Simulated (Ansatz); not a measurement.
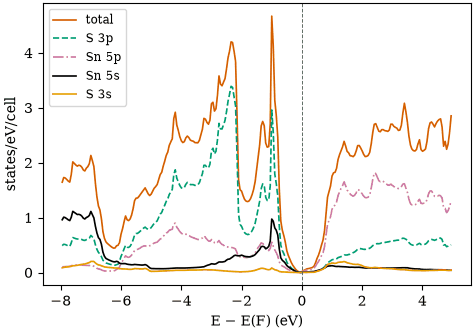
*Total and projected density of states of SnS in space group Cmcm (No. 63; Sn on 4c, S on 4c), the program Ansatz at the LDA level (PAW)*

Question: Which orbitals carry the states next to the Fermi level?

Answer: Within 0.5 eV of the Fermi level: Sn 5p 37 %, S 3p 31 %, Sn 5s 27 %. Projections are on Löwdin-orthogonalised atomic valence shells; empty p or d shells of many metals are not among them.

Question: Where is the tallest occupied peak in this window, and what makes it?

Answer: Near -1.0 eV, about 4.7 states/eV per cell; the largest projected share is S 3p.

The workflow started from a Materials Project entry (that database holds measured and hypothetical structures alike); the Crystallography Open Database files this formula in space group No. 63, but the cells were not matched. It is not the phase usual at ambient conditions (space group No. 62). Symmetry was held in the LDA relaxation; its stability against distortions is not shown here. A crystal of weakly bound layers computed without a dispersion correction: the cell and the soft elastic constants depend strongly on that. Spin–orbit coupling is left out wherever it is not named.

Potentials: the later of the program's two PAW sets.
